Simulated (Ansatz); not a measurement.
GaSb (zinc blende), conventional cell a = 6.132 Å, b = 6.132 Å, c = 6.132 Å, α = 90.00°, β = 90.00°, γ = 90.00°. The calculation uses the primitive cell of 2 atoms, to which meshes and values per cell refer.

Equation-of-state scan: isotropic scaling of the cell above, V₀ being its volume. Symmetry pins the atoms to their sites.

These are r2SCAN (plane waves to 500 eV, PAW, scalar-relativistic; Ansatz, a quantum-chemistry and plane-wave program) values and carry that method's errors. k mesh 14×14×14 (Γ-centred), Fermi-Dirac smearing 0.05 eV. E stands for the smeared free energy. GaSb was relaxed with its symmetry unable to fall. Spin-orbit coupling is left out, though Sb is heavy. The zero of ΔE is the relaxed starting cell.

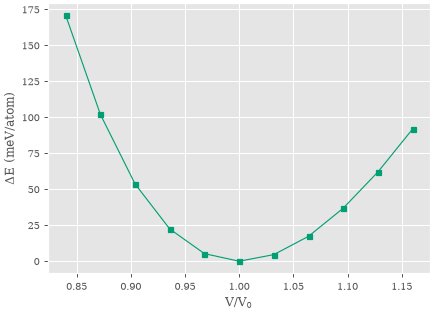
Fig. 1. ΔE (meV/atom) against V/V₀; one marker a computed point.

Q: What is ΔE at V/V₀ = 0.840?

A: About 170 meV/atom.

Q: What is ΔE at V/V₀ = 1.160?

A: About 92 meV/atom.

Q: What bulk modulus B₀ follows from a third-order Birch-Murnaghan fit?

A: About 53 GPa.

(Under strain, the slope of the energy per volume gives the stress and its curvature an elastic modulus.)
